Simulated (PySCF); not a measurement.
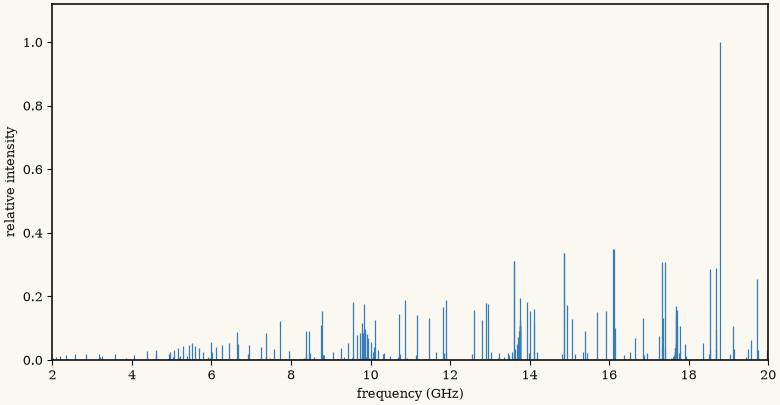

C₁₀H₁₁N, SMILES C=C(C)/C=C\c1ccccn1. Simulated rotational absorption lines between 2 and 20 GHz at 1.5 K: rigid rotor with the equilibrium constants and dipole of one optimised conformer (PBE0-D3(BJ)/def2-SVP, PySCF), commonest isotopes; no centrifugal distortion, hyperfine structure, internal rotation or nuclear-spin weights; lines within 1 MHz of each other are summed.

Question: What are the rotational constants, and what kind of rotor is it?

Answer: Rotational constants A, B, C = 2.595, 0.6644, 0.5919 GHz; Ray's κ = −0.93, a near-prolate asymmetric top.

Question: Which dipole components drive the lines?

Answer:
|μa|, |μb|, |μc| = 0.17, 1.95, 0.65 D; b-type lines carry 91 % of the intensity in this range.

Note: coarse grid, loose stop and no frequency check, small forces are noise and the end may be a saddle.
